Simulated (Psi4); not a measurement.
# SiH$_{2}$O$_{2}$F$_{2}$: energy and gradient calculation

SiH$_{2}$O$_{2}$F$_{2}$, computed with SVWN5/def2-SVP, RKS (Psi4 1.11).

The geometry comes from this level: PBE0-D4/def2-TZVP.

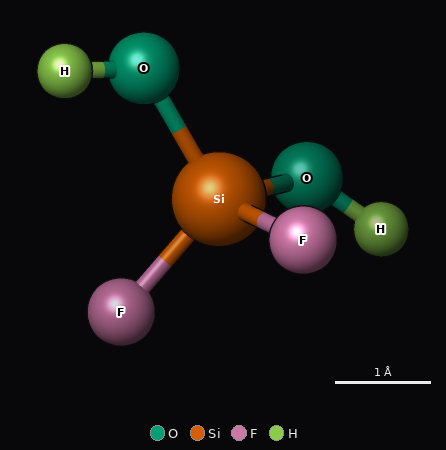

The structure (ball-and-stick view, seen at a tilt).

The input (input.in):
```
memory 2200 mb

molecule mol {
  0 1
  O
  Si 1 R2
  O 2 R3 1 A3
  F 2 R4 3 A4 1 D4
  F 2 R5 4 A5 3 D5
  H 1 R6 2 A6 5 D6
  H 3 R7 2 A7 5 D7

  R2 = 1.609307
  R3 = 1.609283
  A3 = 107.33654
  R4 = 1.582858
  A4 = 110.12256
  D4 = -122.45164
  R5 = 1.582839
  A5 = 104.8519
  D5 = 120.94929
  R6 = 0.957413
  A6 = 118.90297
  D6 = 32.84496
  R7 = 0.9573
  A7 = 118.91056
  D7 = -83.57528
  symmetry c1
}

set {
  basis                def2-SVP
  puream               true
  e_convergence        1e-09
  d_convergence        1e-08
  scf_type             pk
  dft_radial_points    99
  dft_spherical_points 590
}

result, w = gradient('scf', dft_functional={"name": "SVWN5", "x_functionals": {"LDA_X": {}}, "c_functionals": {"LDA_C_VWN": {}}}, return_wfn=True)
```

Run as:
```bash
psi4 -i input.in -o input.out -n 1
```

Log:
```
Psi4 1.11 release

gradient() will perform analytic gradient computation.

   => Loading Basis Set <=

    Name: DEF2-SVP
    Role: ORBITAL
    Keyword: BASIS

         ---------------------------------------------------------
                                   SCF
                              RKS Reference
                        1 Threads,   2098 MiB Core
         ---------------------------------------------------------

  ==> Geometry <==

    Molecular point group: c1
    Full point group: C1

    Geometry (in Angstrom), charge = 0, multiplicity = 1:

       Center              X                  Y                   Z               Mass
    ------------   -----------------  -----------------  -----------------  -----------------
         O           -0.000040047743    -0.039786963710    -1.638536541075    15.994914619570
         SI          -0.000040047743    -0.039786963710    -0.029229541075    27.976926534650
         O           -0.000040047743    -1.575961776333     0.450310571065    15.994914619570
         F            1.254114399254     0.717665548837     0.569771095383    18.998403162730
         F           -1.253995638360     0.757953569195     0.515366381459    18.998403162730
         H           -0.350163586542     0.721738405403    -2.101280825043     1.007825032230
         H            0.350307724537    -1.790899003841     1.314880820778     1.007825032230

  Running in c1 symmetry.

  Rotational constants: A =      0.13719  B =      0.13704  C =      0.12982 [cm^-1]
  Rotational constants: A =   4112.90201  B =   4108.47956  C =   3891.76240 [MHz]
  Nuclear repulsion =  270.470007934014006

  Charge       = 0
  Multiplicity = 1
  Electrons    = 50
  Nalpha       = 25
  Nbeta        = 25

  ==> Algorithm <==

  SCF Algorithm Type is PK.
  DIIS enabled.
  MOM disabled.
  Fractional occupation disabled.
  Guess Type is SAD.
  Energy threshold   = 1.00e-09
  Density threshold  = 1.00e-08
  Integral threshold = 1.00e-12

  ==> Primary Basis <==

  Basis Set: DEF2-SVP
    Blend: DEF2-SVP
    Number of shells: 38
    Number of basis functions: 84
    Number of Cartesian functions: 89
    Spherical Harmonics?: true
    Max angular momentum: 2

  ==> DFT Potential <==

   => LibXC <=

    Version 7.1.2

   => Composite Functional: SVWN5 <=

    Slater exchange
    Vosko, Wilk & Nusair (VWN5)

    Deriv               =              1
    GGA                 =          FALSE
    Meta                =          FALSE

    Exchange Hybrid     =          FALSE
    MP2 Hybrid          =          FALSE

   => Exchange Functionals <=

    1.0000         XC_LDA_X

   => Correlation Functionals <=

    1.0000     XC_LDA_C_VWN

   => LibXC Density Thresholds  <==

    XC_LDA_C_VWN:  1.00E-15
    XC_LDA_X:  1.00E-15

   => Molecular Quadrature <=

    Radial Scheme          =       TREUTLER
    Pruning Scheme         =           NONE
    Nuclear Scheme         =       TREUTLER

    Blocking Scheme        =         OCTREE
    BS radius alpha        =              1
    Pruning alpha          =              1
    Radial Points          =             99
    Spherical Points       =            590
    Total Points           =         390792
    Total Blocks           =           2853
    Max Points             =            256
    Max Functions          =             82
    Weights Tolerance      =       1.00E-15

  ==> Integral Setup <==

  Using in-core PK algorithm.
   Calculation information:
      Number of atoms:                   7
      Number of AO shells:              38
      Number of primitives:             76
      Number of atomic orbitals:        89
      Number of basis functions:        84

      Integral cutoff                 1.00e-12
      Number of threads:                 1

  Performing in-core PK
  Using 12748470 doubles for integral storage.
  We computed 248168 shell quartets total.
  Whereas there are 274911 unique shell quartets.

  ==> DiskJK: Disk-Based J/K Matrices <==

    J tasked:                  Yes
    K tasked:                   No
    wK tasked:                  No
    Memory [MiB]:             1396
    Schwarz Cutoff:          1E-12

  Cached 100.0% of DFT collocation blocks in 0.173 [GiB].

  Minimum eigenvalue in the overlap matrix is 2.6034725610E-02.
  Reciprocal condition number of the overlap matrix is 6.4365542003E-03.
    Using symmetric orthogonalization.

  ==> Pre-Iterations <==

  SCF Guess: Superposition of Atomic Densities via on-the-fly atomic UHF (no occupation information).

   -------------------------
    Irrep   Nso     Nmo
   -------------------------
     A         84      84
   -------------------------
    Total      84      84
   -------------------------

  ==> Iterations <==

                        Total Energy        Delta E     RMS |[F,P]|

   @RKS iter SAD:  -636.83753336255779   -6.36838e+02   0.00000e+00
   @RKS iter   1:  -636.82638237128492    1.11510e-02   1.22731e-02 ADIIS/DIIS
   @RKS iter   2:  -635.83981430796644    9.86568e-01   2.23107e-02 ADIIS/DIIS
   @RKS iter   3:  -637.18470455894112   -1.34489e+00   2.62297e-03 ADIIS/DIIS
   @RKS iter   4:  -637.19782433776288   -1.31198e-02   1.28710e-03 ADIIS/DIIS
   @RKS iter   5:  -637.20134098997585   -3.51665e-03   2.36841e-04 ADIIS/DIIS
   @RKS iter   6:  -637.20150241007673   -1.61420e-04   3.54035e-05 DIIS
   @RKS iter   7:  -637.20150627164242   -3.86157e-06   6.12746e-06 DIIS
   @RKS iter   8:  -637.20150637265158   -1.01009e-07   7.64455e-07 DIIS
   @RKS iter   9:  -637.20150637414872   -1.49714e-09   1.15020e-07 DIIS
   @RKS iter  10:  -637.20150637416634   -1.76215e-11   7.84725e-08 DIIS
   @RKS iter  11:  -637.20150637418180   -1.54614e-11   5.09087e-09 DIIS
  Energy and wave function converged.

  ==> Post-Iterations <==

   Electrons on quadrature grid:
      Ntotal   =   50.0000012944 ; deviation = 1.294e-06

    Orbital Energies [Eh]
    ---------------------

    Doubly Occupied:

       1A    -65.202096     2A    -24.088447     3A    -24.088327
       4A    -18.624134     5A    -18.624057     6A     -5.108169
       7A     -3.553883     8A     -3.553816     9A     -3.551883
      10A     -1.075624    11A     -1.050997    12A     -0.927019
      13A     -0.910441    14A     -0.553392    15A     -0.476150
      16A     -0.473492    17A     -0.439037    18A     -0.403731
      19A     -0.394514    20A     -0.376234    21A     -0.362993
      22A     -0.335155    23A     -0.320652    24A     -0.303977
      25A     -0.296379

    Virtual:

      26A     -0.008558    27A      0.034939    28A      0.076257
      29A      0.101479    30A      0.129970    31A      0.139011
      32A      0.228723    33A      0.347635    34A      0.354928
      35A      0.391967    36A      0.436214    37A      0.491988
      38A      0.559614    39A      0.621907    40A      0.758448
      41A      0.766928    42A      0.771179    43A      0.867260
      44A      0.922560    45A      0.929517    46A      0.945591
      47A      1.022065    48A      1.075154    49A      1.096623
      50A      1.118861    51A      1.134117    52A      1.137384
      53A      1.184918    54A      1.250423    55A      1.323938
      56A      1.383824    57A      1.402227    58A      1.407629
      59A      1.540320    60A      1.619326    61A      1.636589
      62A      1.743042    63A      2.127362    64A      2.133503
      65A      2.571486    66A      2.612455    67A      2.713132
      68A      2.796187    69A      2.837723    70A      2.844589
      71A      2.942491    72A      2.953443    73A      2.958202
      74A      2.981207    75A      2.986521    76A      3.004536
      77A      3.067635    78A      3.155424    79A      3.157463
      80A      3.216383    81A      3.440670    82A      3.505346
      83A      3.560602    84A      3.592308

    Final Occupation by Irrep:
              A
    DOCC [    25 ]
    NA   [    25 ]
    NB   [    25 ]

  @RKS Final Energy:  -637.20150637418180

   => Energetics <=

    Nuclear Repulsion Energy =            270.4700079340140064
    One-Electron Energy =               -1426.7273143161819462
    Two-Electron Energy =                 575.4962760927717227
    DFT Exchange-Correlation Energy =     -56.4404760847856579
    Empirical Dispersion Energy =           0.0000000000000000
    VV10 Nonlocal Energy =                  0.0000000000000000
    Total Energy =                       -637.2015063741818039

Computation Completed

Properties will be evaluated at   0.000000,   0.000000,   0.000000 [a0]

Properties computed using the SCF density matrix

 Multipole Moments:

 ------------------------------------------------------------------------------------
     Multipole            Electronic (a.u.)      Nuclear  (a.u.)        Total (a.u.)
 ------------------------------------------------------------------------------------

 L = 1.  Multiply by 2.5417464519 to convert [e a0] to [Debye]
 Dipole X            :         -0.0000219            0.0000218           -0.0000001
 Dipole Y            :          2.4958594           -2.4029681            0.0928913
 Dipole Z            :          1.8356218           -1.7672417            0.0683801
 Magnitude           :                                                    0.1153457

 ------------------------------------------------------------------------------------

	total time  =          6 seconds =       0.10 minutes

         ------------------------------------------------------------
                                   SCF GRAD
         ------------------------------------------------------------

  ==> Geometry <==

    Molecular point group: c1
    Full point group: C1

    Geometry (in Angstrom), charge = 0, multiplicity = 1:

       Center              X                  Y                   Z               Mass
    ------------   -----------------  -----------------  -----------------  -----------------
         O           -0.000040047743    -0.039786963710    -1.638536541075    15.994914619570
         SI          -0.000040047743    -0.039786963710    -0.029229541075    27.976926534650
         O           -0.000040047743    -1.575961776333     0.450310571065    15.994914619570
         F            1.254114399254     0.717665548837     0.569771095383    18.998403162730
         F           -1.253995638360     0.757953569195     0.515366381459    18.998403162730
         H           -0.350163586542     0.721738405403    -2.101280825043     1.007825032230
         H            0.350307724537    -1.790899003841     1.314880820778     1.007825032230

  Nuclear repulsion =  270.470007934014006

  ==> Basis Set <==

  Basis Set: DEF2-SVP
    Blend: DEF2-SVP
    Number of shells: 38
    Number of basis functions: 84
    Number of Cartesian functions: 89
    Spherical Harmonics?: true
    Max angular momentum: 2

  ==> DirectJKGrad: Integral-Direct SCF Gradients <==

    Gradient:                    1
    J tasked:                  Yes
    K tasked:                   No
    wK tasked:                  No
    Integrals threads:           1
    Schwarz Cutoff:          1E-12

  ==> DFT Potential <==

   => LibXC <=

    Version 7.1.2

   => Composite Functional: SVWN5 <=

    Slater exchange
    Vosko, Wilk & Nusair (VWN5)

    Deriv               =              1
    GGA                 =          FALSE
    Meta                =          FALSE

    Exchange Hybrid     =          FALSE
    MP2 Hybrid          =          FALSE

   => Exchange Functionals <=

    1.0000         XC_LDA_X

   => Correlation Functionals <=

    1.0000     XC_LDA_C_VWN

   => LibXC Density Thresholds  <==

    XC_LDA_C_VWN:  1.00E-15
    XC_LDA_X:  1.00E-15

   => Molecular Quadrature <=

    Radial Scheme          =       TREUTLER
    Pruning Scheme         =           NONE
    Nuclear Scheme         =       TREUTLER

    Blocking Scheme        =         OCTREE
    BS radius alpha        =              1
    Pruning alpha          =              1
    Radial Points          =             99
    Spherical Points       =            590
    Total Points           =         390792
    Total Blocks           =           2853
    Max Points             =            256
    Max Functions          =             82
    Weights Tolerance      =       1.00E-15

  -Total Gradient:
     Atom            X                  Y                   Z
    ------   -----------------  -----------------  -----------------
       1       -0.005321907332     0.011367592776     0.002390316782
       2       -0.000021486665     0.009119805935     0.006725534892
       3        0.005381513555     0.005647893391     0.010239759705
       4       -0.013999161482    -0.008694068604    -0.007082780569
       5        0.014009114172    -0.009351137523    -0.006194842645
       6        0.005496532217    -0.011632108116     0.007284090275
       7       -0.005543983571     0.003515586263    -0.013380952027

	total time  =          3 seconds =       0.05 minutes

    Psi4 run time: 0:00:08.93
```

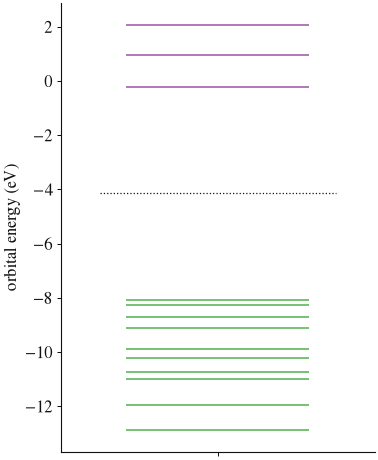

Orbital energies near the frontier; the dotted line parts filled from empty levels, and levels within 0.02 eV of each other stand side by side. Highest filled −8.06 eV, lowest empty −0.23 eV, 7.83 eV apart.

Key numbers:

| quantity | value |
| --- | --- |
| outcome | converged |
| total energy | −637.201506 hartree |
| basis functions | 84 |
| largest force | 0.923 eV/Å |
| HOMO | −8.06 eV |
| LUMO | −0.23 eV |
| dipole moment | 0.29 D |
| hardware | 1 thread of Intel Xeon @ 2.90GHz (Ice Lake), 64 GiB of memory available, shared host |
| wall time | 10 s |
| peak memory | 0.5 GiB |
